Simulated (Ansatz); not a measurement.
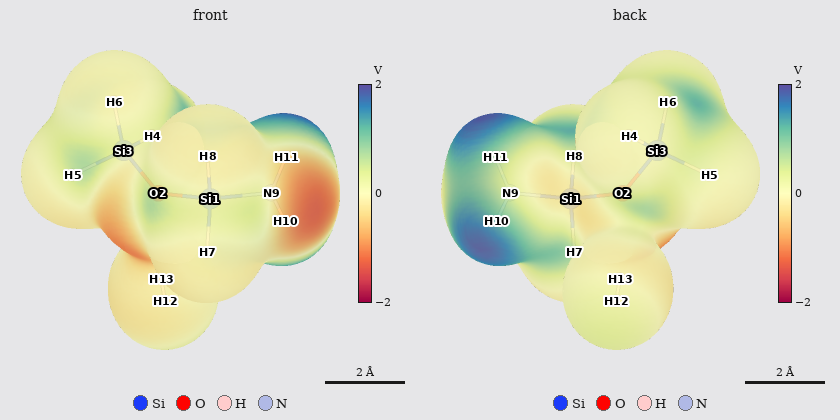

Figure. H7NOSi2···H2. The electrostatic potential painted on the density surface at 0.002 e/bohr³, seen from the front and from behind; red is negative and blue positive.

Method: Ansatz 0.2.0, RKS B3LYP-D4/6-31G*.

```yaml
atoms:
  - { symbol: Si, position_ang: [-0.2769, 0.1554, -0.0439] }
  - { symbol: O, position_ang: [-0.3488, -0.2128, 1.5757] }
  - { symbol: Si, position_ang: [-1.3797, -0.3066, 2.8619] }
  - { symbol: H, position_ang: [-2.2398, -1.5196, 2.7694] }
  - { symbol: H, position_ang: [-0.5812, -0.3766, 4.1119] }
  - { symbol: H, position_ang: [-2.2682, 0.8888, 2.9201] }
  - { symbol: H, position_ang: [1.1643, 0.2366, -0.3693] }
  - { symbol: H, position_ang: [-0.9928, 1.4389, -0.2611] }
  - { symbol: N, position_ang: [-0.9938, -0.9838, -1.1146] }
  - { symbol: H, position_ang: [-0.5760, -1.8946, -1.2611] }
  - { symbol: H, position_ang: [-1.9976, -1.0174, -1.2433] }
  - { symbol: H, position_ang: [1.6261, -2.9486, 1.9128] }
  - { symbol: H, position_ang: [1.2472, -2.3106, 1.8700] }
```

Describe the electrostatic potential map.

The most negative region (about −1.2 V) lies over N9, the most positive (about +1.9 V) over H10 and H11. N9 is the likeliest acceptor of a hydrogen bond.
